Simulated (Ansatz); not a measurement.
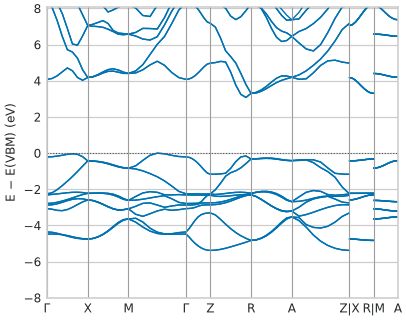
Fig. 1. Band structure from r²SCAN+D4 with spin–orbit coupling (plane waves, PAW; program Ansatz)

**Question.** Read off the gap and where the band edges lie.

**Answer.** About 3.1 eV (3.08 eV by a search for the band edges); maximum on the M–Γ line, 52 % of the way from M, minimum on the Z–R line, 86 % of the way from Z.

The material is TlF in space group P4/nmm (No. 129; Tl on 2c, F on 2c).

The first step of the workflow began from a Materials Project structure, measured or hypothetical; the Crystallography Open Database files this formula in space group No. 129, but the cells were not matched. Whether it is the stable phase at ambient conditions was not checked. The r²SCAN+D4 relaxation kept the symmetry of its start; its stability against distortions is not shown here.

Potentials: the later of the program's two PAW sets.
